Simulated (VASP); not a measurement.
Band structure of Au₃Pd (ordered alloy cell). All values below come from PBEsol GGA, VASP's PBE PAW potentials (set 64) (plane waves; VASP).

Unless said otherwise, spin-orbit coupling is left out, though it shifts the bands of the heavy elements here.

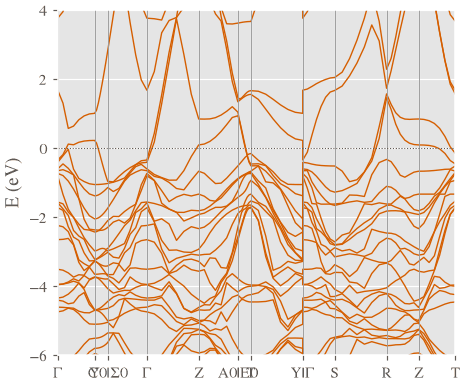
Figure. Bands along high-symmetry lines, zero at the valence-band maximum or, without a gap, the Fermi level

**Question.** Read the plot: is there a gap, and where are the band edges?

**Answer.** It has no gap at this level: it comes out as a metal or semimetal. (Edges off the drawn lines would not show.)

The structure was generated: Au3Pd was put into an ordered model structure (Cmmm), which need not be its known phase. It was relaxed first. The electron count is odd and the run is not spin-polarised, which forces a metal.
